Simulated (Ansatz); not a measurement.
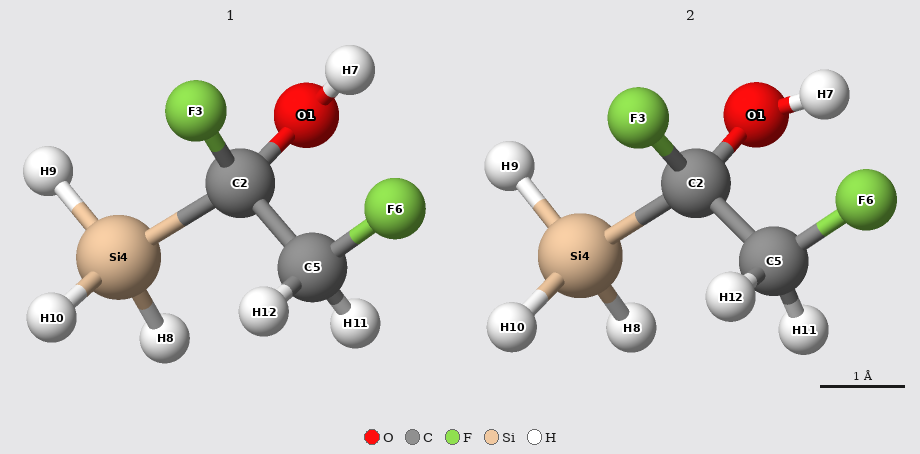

Two geometries of C$_{2}$H$_{6}$F$_{2}$OSi (coarse preliminary run), drawn at one scale. One is the start of a relaxation, the other its converged end. The picture is a ball-and-stick view, seen at a tilt.

The calculation used RKS PBE-D4/def2-SVP (Ansatz). (force threshold 0.03 eV/Å; at most 200 steps)

Which geometry has the lower energy?

Structure 2 is the relaxed one. The start comes from a force field. H7 moves most after the best rigid fit: 0.37 Å. Largest moves by element: H 0.37 Å, F 0.29 Å, O 0.13 Å, C 0.11 Å, Si 0.10 Å. Near-neighbour distances that change, for instance: Si4–H10 1.415 → 1.503 Å, C2–F3 1.344 → 1.424 Å, C5–H11 1.064 → 1.112 Å, C2–Si4 1.908 → 1.934 Å. Bond angles that change, for instance: O1–C2–Si4 117.1° → 108.4°, O1–C2–F3 102.8° → 110.0°, Si4–C2–C5 110.4° → 115.6°. Groups turn about O1–C2 by about 30°. The energy falls by 12.1 kcal/mol in 7 accepted moves (8 points after the start). The largest force component goes from 2.3 to 0.023 eV/Å. The line search rejected the trial step at point 3 of the run.
